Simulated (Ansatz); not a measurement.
# Decaying states in the gap of Ba4As2S, part 2 of 3

A new crystal, Ba4As2S: structure, gap and complex bands. It is built by putting S for O, Ba for Ca in the Ca4As2O structure of space group I4/mmm, with the volume rescaled by atomic radii. The parent structure comes from the Materials Project.

Ansatz 0.2.0; LDA DFT, plane waves, PAW files (the session's first sound run).

So far. Step 2 (Cell and atoms at rest): The largest force component on a free atom ends at 0.0016 eV/Å.

The structure was built from a prototype and need not be the compound's stable phase.

**3. Band edges**

The energy window and the wavevectors of the next steps follow from the band edges, so these are searched first, off the mesh as well.

Contents of input.yaml:

```yaml
crystal:
  lattice:
    - [-2.8115092686, 2.8115092686, 8.4080761707]
    - [2.8115092686, -2.8115092686, 8.4080761707]
    - [2.8115092686, 2.8115092686, -8.4080761707]
  atoms:
    - { symbol: Ba, position: [0.6857089317, 0.6857089317, 0.0] }
    - { symbol: Ba, position: [0.3142910683, 0.3142910683, 0.0] }
    - { symbol: Ba, position: [0.0, 0.5, 0.5] }
    - { symbol: Ba, position: [0.5, 0.0, 0.5] }
    - { symbol: As, position: [0.8719020616, 0.8719020616, 0.0] }
    - { symbol: As, position: [0.1280979384, 0.1280979384, 0.0] }
    - { symbol: S, position: [0.5, 0.5, 0.0] }
kpoints:
  mp_grid: { grid: [6, 6, 6] }
  band_path: { path: [VBM, CBM], npoints: 30 }
scf:
  occupations: { method: fixed }
hamiltonian:
  xc: lda
output:
  eigenvalues: true
  write_potential: true
  write_density: true
  volumetric_format: npy
```

On the command line:

```bash
ansatz run input.yaml --threads 2 --pin off --max-ram 4096MiB --backend cpu --events-out ev --progress --plain --runs-dir out
```

Numbers of over 12 decimals in the logs are rounded to 6 here.

The program printed:

```text
[...]
Crystal: 7 atoms, lattice volume = 265.849 Å³
Basis set: ecut = 420 eV, 5253 PW (Γ)
Bands: 46, of which v1, the nominal top of the filled ones, is band 38 counted from 1 (37 counted from 0)
Symmetry: 16 space group operations
[...]
k-points: 30 of 216
[...]
SCF iter   1: F=—  HF=-33543.328056 eV  |F-HF|=—  |Δ(HF+E_count)|=         —  Δρ=3.91e-3  dr2=3.63e-2  ethr=1.77e-3  ⟨swp⟩=6.6  Hψ=5782  notcnv=0  defer=136
[...]
SCF iter   7: F=-33543.317953 eV  HF=-33543.317953 eV  |F-HF|=3.17e-8  |Δ(HF+E_count)|=   1.35e-7  Δρ=3.32e-6  dr2=6.60e-8  ethr=1.32e-10  ⟨swp⟩=15.3  Hψ=7585  notcnv=0
SCF 1 converged in 7 iterations: F = -33543.317953 eV  dr2 = 6.60e-8
[...]
NSCF: frozen V_eff on 30 k-points
[...]
SCF converged after 7 iterations
Free energy (F): -33543.317953 eV
[...]
Internal energy: -33543.317953 eV  (E = F + TS)
E sigma→0 (E₀):  -33543.317953 eV
Fermi energy:    6.992805 eV
[...]
--- Band table (eV; the first three rows and the last of 30) ---
  k-point 0: bands = [... 34 lower, 6.0186, 6.5880, 6.5880, 6.9928, 7.3362, 7.5019, 7.7780, 8.1587, ... 4 higher]
  k-point 1: bands = [... 34 lower, 5.9098, 6.0964, 6.2518, 6.9560, 7.8311, 7.8996, 8.2205, 8.5357, ... 4 higher]
  k-point 2: bands = [... 34 lower, 5.9838, 5.9865, 6.2326, 6.6719, 8.3163, 8.5931, 8.8511, 9.0380, ... 4 higher]
  k-point 29: bands = [... 34 lower, 5.7951, 6.3393, 6.7070, 6.7070, 7.3878, 7.5545, 8.2020, 8.2354, ... 4 higher]
```

Elapsed: 40 s, on 2 threads of Arm Neoverse V2, shared host; peak memory 0.7 GiB.

This step gave:

* Fermi energy: 6.993 eV
* gap on the k-mesh: 0.3434 eV
* gap on path: 0.3227 eV, by band count; negative where bands overlap
* direct gap on path: 0.3434 eV
* edge places on path: 0, 0.1399 1/A along the path

Electronic bands along the path, in eV, zero at the Fermi level (highest filled level under fixed occupations); # counts the bands kept:

```csv
point,#5,#6,#7,#8,#9,#10,#11,#12
VBM,-1.02,-0.95,-0.77,-0.52,0.02,0.59,0.77,0.89
CBM,-0.97,-0.97,-0.40,-0.40,0.00,0.34,0.51,0.79
```

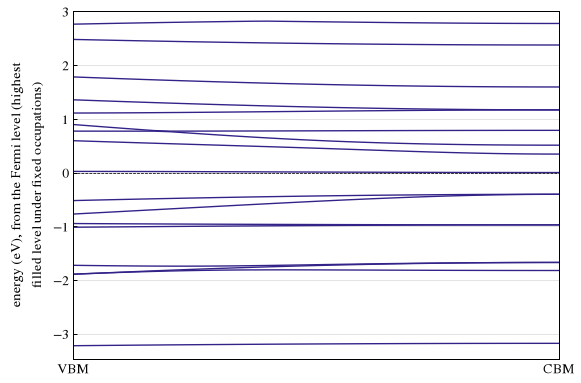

Electronic bands along the path.

The searched edges give 0.323 eV, under the 0.343 eV of the mesh, which misses an edge.

**4. Complex bands**

This step: LDA DFT, plane waves, PAW files; complex bands by layer matching along the plane's normal (Ansatz 0.2.0).

The same crystal is laid in a cell whose first two vectors span the (001) plane (indices of the standard conventional cell, whose axes can be ordered otherwise than in the bulk input). At fixed energy and wavevector in the plane the solver finds all kz, real and complex. A few wavevectors are listed, (0, 0), (0.0885, -0.0885) and (0.5, 0) in units of the plane's reciprocal vectors; the slowest state needn't be among them.

Contents of input.yaml:

```yaml
crystal:
  lattice:
    - [5.623018537, 0.0, 0.0]
    - [0.0, 5.623018537, 0.0]
    - [2.811509269, 2.811509269, 8.408076171]
  atoms:
    - { symbol: Ba, position: [0.3142910683, 0.3142910683, 0.3714178634] }
    - { symbol: Ba, position: [0.6857089317, 0.6857089317, 0.6285821366] }
    - { symbol: Ba, position: [0.5, 0.0, 0.0] }
    - { symbol: Ba, position: [0.0, 0.5, 0.0] }
    - { symbol: As, position: [0.1280979384, 0.1280979384, 0.7438041232] }
    - { symbol: As, position: [0.8719020616, 0.8719020616, 0.2561958768] }
    - { symbol: S, position: [0.5, 0.5, 0.0] }
kpoints:
  mp_grid: { grid: [4, 4, 4] }
scf:
  occupations: { method: fixed }
hamiltonian:
  xc: lda
output:
  eigenvalues: true
  transmission:
    leads: [[0, 0]]
    kpoints: [[0.0, 0.0], [0.0885, -0.0885], [0.5, 0.0]]
    e_range: [-1.0, 1.32]
    de: 0.06
```

The program printed:

```text
[...]
Crystal: 7 atoms, lattice volume = 265.849 Å³
Basis set: ecut = 420 eV, 5253 PW (Γ)
Bands: 46, of which v1, the nominal top of the filled ones, is band 38 counted from 1 (37 counted from 0)
Symmetry: 16 space group operations
[...]
k-points: 13 of 64
[...]
SCF iter   1: F=—  HF=-33543.311801 eV  |F-HF|=—  |Δ(HF+E_count)|=         —  Δρ=3.91e-3  dr2=3.53e-2  ethr=1.77e-3  ⟨swp⟩=6.3  Hψ=2439  notcnv=0  defer=59
[...]
SCF iter   7: F=-33543.302173 eV  HF=-33543.302173 eV  |F-HF|=3.91e-8  |Δ(HF+E_count)|=   1.51e-7  Δρ=3.15e-6  dr2=7.21e-8  ethr=1.32e-10  ⟨swp⟩=15.5  Hψ=3362  notcnv=0
SCF 1 converged in 7 iterations: F = -33543.302173 eV  dr2 = 7.21e-8
[...]
transmission: 11 of 33 steps passed
transmission: 22 of 33 steps passed
transmission: 33 of 33 steps passed
SCF converged after 7 iterations
Free energy (F): -33543.302173 eV
[...]
Internal energy: -33543.302173 eV  (E = F + TS)
E sigma→0 (E₀):  -33543.302173 eV
Fermi energy:    6.998082 eV
[...]
--- Band table (eV; the first three rows and the last of 13) ---
  k-point 0: bands = [... 34 lower, 6.0227, 6.5930, 6.5930, 6.9981, 7.3376, 7.5019, 7.7777, 8.1588, ... 4 higher]
  k-point 1: bands = [... 34 lower, 5.9027, 6.4355, 6.6559, 6.6559, 7.5271, 7.5366, 7.7900, 8.5157, ... 4 higher]
  k-point 2: bands = [... 34 lower, 5.7989, 6.3422, 6.7122, 6.7122, 7.3876, 7.5545, 8.2053, 8.2355, ... 4 higher]
  k-point 12: bands = [... 34 lower, 6.2824, 6.2824, 6.3965, 6.4138, 8.6184, 8.6184, 8.9377, 8.9414, ... 4 higher]
--- Transmission ---
  basis      : 277 plane waves across, 11 finite elements along
  points     : 3, as listed
  energies   : 39 from -1.000000 to 1.280000 eV about the Fermi level, 0.060000 eV apart; the leads are filled to 0.169763 eV, and channels, transmission and decay are at 0.140000 eV
  crystal 0  : Ba4S1As2, at the sites [0, 0], period 8.4081 Å: whole cells are its period
    offset         : up to 0.0000 Å between an atom of the period and one for which it stands
    channels       : 0.000000e0 a spin
    conductance    : none, the energies end too early or step too widely for 300 K: set another output.transmission.e_range or a lower de, or, where they end at an eighth of basis.ecutwfc, a higher one
    slowest decay  : 0.0442 /Å at (0.0000, 0.0000)
```

Run time: 89 s. Hardware: 2 threads; peak memory 1.2 GiB; 2.9 min of CPU time.

Numbers from this step:

| Property | Result |
| --- | --- |
| free energy | -33543.3022 eV |
| Fermi energy | 6.998 eV |
| gap on the k-mesh | 0.3395 eV |
| level to which the leads are filled | 0.1698 eV from the Fermi level |
| decay constant at the filling level, zone centre | 0.04417 Å⁻¹ |
| decay constant at the filling level, slowest listed point | 0.0442 Å⁻¹ |

K parallel (0, 0); values up to 1.5 1/Å, a degenerate pair printed once or twice; energies at which all values exceed this have no row. Table of Im kz of the slowest decaying states by energy, zero at the highest filled level on the SCF mesh:

```csv
energy (eV),decay 1 (Å⁻¹),decay 2 (Å⁻¹),decay 3 (Å⁻¹),decay 4 (Å⁻¹)
-1.000,0.116,0.422,0.507,0.514
-0.820,0.0949,0.155,0.392,0.480
-0.580,0.101,0.183,0.333,0.435
-0.400,0.148,0.290,0.395,0.412
-0.220,0.169,0.171,0.274,0.350
0.020,0.0205,0.182,0.261,0.277
0.200,0.0449,0.184,0.201,0.249
0.380,0.0458,0.180,0.232,0.279
0.620,0.167,0.202,0.210,0.250
0.800,0.0392,0.151,0.169,0.237
0.980,0.100,0.123,0.126,0.230
1.220,0.00999,0.0872,0.107,0.225
```

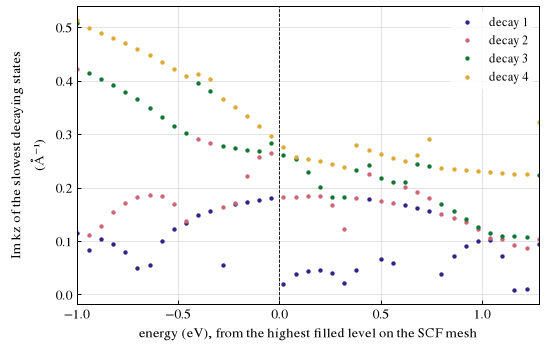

Im kz of the slowest decaying states, plotted against energy.

K parallel (0, 0). Re kz of states that move upwards against energy, zero at the highest filled level on the SCF mesh:

```csv
energy (eV),channel 1 (Å⁻¹),channel 2 (Å⁻¹),channel 3 (Å⁻¹)
-1.0000,-0.0743,-0.0743,-
-0.7600,-,-,-
-0.5200,-0.171,-,-
-0.2200,-0.0868,-,-
0.0200,-,-,-
0.2600,-,-,-
0.5000,-0.214,0.0836,-
0.7400,-0.0586,0.169,-
0.9800,0.254,-,-
1.2200,0.0730,0.0730,-
```

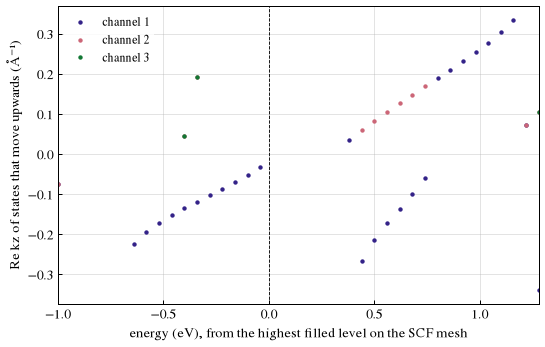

Re kz of states that move upwards against energy.

K parallel (0.0885, -0.0885); values up to 1.5 1/Å, a degenerate pair printed once or twice; energies at which all values exceed this have no row. The Im kz of the slowest decaying states by energy, zero at the highest filled level on the SCF mesh:

```csv
energy (eV),decay 1 (Å⁻¹),decay 2 (Å⁻¹),decay 3 (Å⁻¹),decay 4 (Å⁻¹)
-1.0000,0.0452,0.136,0.414,0.444
-0.7600,0.106,0.168,0.372,0.382
-0.5200,0.0404,0.143,0.271,0.335
-0.2200,0.208,0.248,0.308,0.353
0.0200,0.217,0.238,0.284,0.287
0.2600,0.0956,0.209,0.217,0.257
0.5000,0.0873,0.181,0.197,0.221
0.7400,0.0856,0.152,0.170,0.280
0.9800,0.0737,0.119,0.204,0.245
1.2200,0.0626,0.0898,0.149,0.228
```

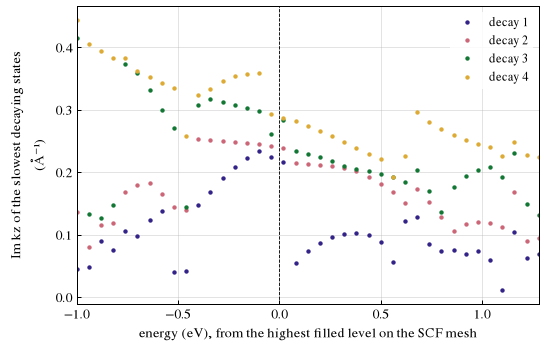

Im kz of the slowest decaying states, plotted against energy.

K parallel (0.0885, -0.0885). Table of Re kz of states that move upwards by energy, zero at the highest filled level on the SCF mesh:

```csv
energy (eV),channel 1 (Å⁻¹),channel 2 (Å⁻¹)
-1.000,-0.111,-
-0.880,-,-
-0.760,0.0539,-
-0.580,0.325,-
-0.460,-,-
-0.340,-0.213,-
-0.220,-0.141,-
-0.040,-0.0602,-
0.020,-0.00614,-
0.080,-,-
0.200,-,-
0.320,-,-
0.500,-,-
0.620,0.0682,-
0.740,-0.184,0.219
0.860,-,-
1.040,0.238,-
1.160,0.0646,0.329
1.280,0.123,-
```

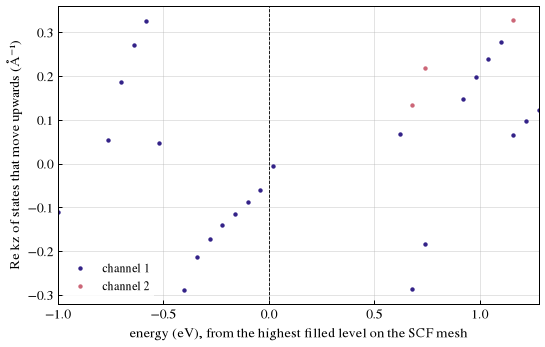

Re kz of states that move upwards against energy.

K parallel (0.5, 0); values up to 1.5 1/Å, a degenerate pair printed once or twice; energies at which all values exceed this have no row. Table of Im kz of the slowest decaying states by energy, zero at the highest filled level on the SCF mesh:

```csv
energy (eV),decay 1 (Å⁻¹),decay 2 (Å⁻¹),decay 3 (Å⁻¹),decay 4 (Å⁻¹)
-1.000,0.188,0.297,0.828,1.00
-0.820,0.0960,0.142,0.330,0.804
-0.580,0.106,0.235,0.355,0.770
-0.400,0.0599,0.276,0.365,0.744
-0.220,0.0316,0.296,0.369,0.716
0.020,0.147,0.305,0.369,0.677
0.200,0.178,0.304,0.365,0.646
0.380,0.198,0.296,0.359,0.614
0.620,0.216,0.274,0.345,0.567
0.800,0.224,0.245,0.331,0.528
0.980,0.189,0.228,0.314,0.486
1.220,0.179,0.228,0.286,0.421
```

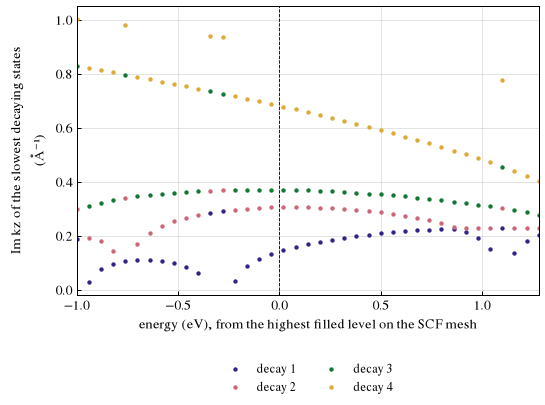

Im kz of the slowest decaying states against energy.

At the listed wavevectors the last open channel is at +0.02 eV and the next at +0.38 eV on the grid. At +0.14 eV, the grid energy nearest the filling level (the middle of the gap on the SCF mesh), the slowest state at the listed wavevectors decays with κ = 0.0442 Å⁻¹, its amplitude falling by e over 23 Å. Through 1 nm of this crystal that state's transmission falls by exp(−2 × 0.0442 Å⁻¹ × 10 Å) = 0.41.

**5. Band edges at another level, cutoff 1088.46 eV**

This step: LDA DFT, plane waves, norm-conserving files (Ansatz 0.2.0).

The edges again with norm-conserving files, at the same atoms. Against that run the cutoff is 1088 eV against 420.

Contents of input.yaml:

```yaml
crystal:
  lattice:
    - [-2.8115092686, 2.8115092686, 8.4080761707]
    - [2.8115092686, -2.8115092686, 8.4080761707]
    - [2.8115092686, 2.8115092686, -8.4080761707]
  atoms:
    - { symbol: Ba, position: [0.6857089317, 0.6857089317, 0.0] }
    - { symbol: Ba, position: [0.3142910683, 0.3142910683, 0.0] }
    - { symbol: Ba, position: [0.0, 0.5, 0.5] }
    - { symbol: Ba, position: [0.5, 0.0, 0.5] }
    - { symbol: As, position: [0.8719020616, 0.8719020616, 0.0] }
    - { symbol: As, position: [0.1280979384, 0.1280979384, 0.0] }
    - { symbol: S, position: [0.5, 0.5, 0.0] }
kpoints:
  mp_grid: { grid: [6, 6, 6] }
  band_path: { path: [VBM, CBM], npoints: 30 }
scf:
  occupations: { method: fixed }
hamiltonian:
  xc: lda
  pseudopotentials: { kind: nc }
output:
  eigenvalues: true
```

The program printed:

```text
[...]
Crystal: 7 atoms, lattice volume = 265.849 Å³
Basis set: ecut = 1088.45545 eV, 21585 PW (Γ), FFT grids on a1+a3, a2+a3, a3
Bands: 46, of which v1, the nominal top of the filled ones, is band 38 counted from 1 (37 counted from 0)
Symmetry: 16 space group operations
[...]
k-points: 30 of 216
[...]
SCF iter   1: F=—  HF=-9135.755290 eV  |F-HF|=—  |Δ(HF+E_count)|=         —  Δρ=4.31e-2  dr2=1.02e1  ethr=3.10e-3  ⟨swp⟩=8.2  Hψ=5606  notcnv=0  defer=166
[...]
SCF iter   9: F=-9132.592596 eV  HF=-9132.592596 eV  |F-HF|=1.74e-9  |Δ(HF+E_count)|=   1.42e-7  Δρ=1.95e-6  dr2=1.76e-8  ethr=1.32e-10  ⟨swp⟩=23.8  Hψ=9679  notcnv=0
SCF 1 converged in 9 iterations: F = -9132.592596 eV  dr2 = 1.76e-8
[...]
SCF converged after 9 iterations
Free energy (F): -9132.592596 eV
[...]
Internal energy: -9132.592596 eV  (E = F + TS)
E sigma→0 (E₀):  -9132.592596 eV
Fermi energy:    7.079368 eV
[...]
--- Band table (eV; the first three rows and the last of 30) ---
  k-point 0: bands = [... 34 lower, 6.1057, 6.6747, 6.6747, 7.0794, 7.4203, 7.5908, 7.8670, 8.2474, ... 4 higher]
  k-point 1: bands = [... 34 lower, 5.9969, 6.1830, 6.3385, 7.0423, 7.9202, 7.9862, 8.3093, 8.6231, ... 4 higher]
  k-point 2: bands = [... 34 lower, 6.0697, 6.0732, 6.3183, 6.7581, 8.4049, 8.6796, 8.9389, 9.1261, ... 4 higher]
  k-point 29: bands = [... 34 lower, 5.8827, 6.4251, 6.7928, 6.7928, 7.4767, 7.6434, 8.2870, 8.3213, ... 4 higher]
```

It took 2.8 min on 2 threads; peak memory 1.5 GiB; 5.6 min of CPU time.

Numbers from this step:

- free energy: -9132.5926 eV
- Fermi energy: 7.079 eV
- gap on the k-mesh: 0.3410 eV
- gap on path: 0.3204 eV, by band count; negative where bands overlap
- direct gap on path: 0.3410 eV

The electronic bands at the labelled points (eV, zero at the Fermi level (highest filled level under fixed occupations); # counts the bands kept):

```csv
point,#5,#6,#7,#8,#9,#10,#11,#12
VBM,-1.02,-0.95,-0.77,-0.52,0.02,0.59,0.77,0.89
CBM,-0.97,-0.97,-0.40,-0.40,0.00,0.34,0.51,0.79
```

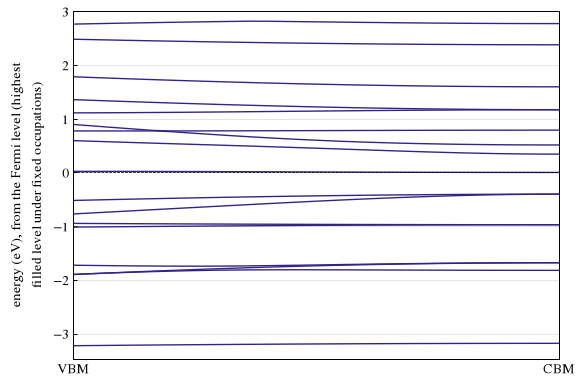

Electronic bands along the path.

The searched edges give 0.320 eV, under the 0.341 eV of the mesh, which misses an edge.

(Continued in part 3 of 3.)

[Logs are printed without paths, hosts, clocks, repeated set-up lines and the standing remarks that a program may print on its own settings, such as how far it seeks lower states.]

[Hosts, paths, dates, database ids (printed as entryN), source tags and the programs' standing remarks are cut or masked in the printed files.]

[New means built here by substitution; the compound itself may be known and measured.]
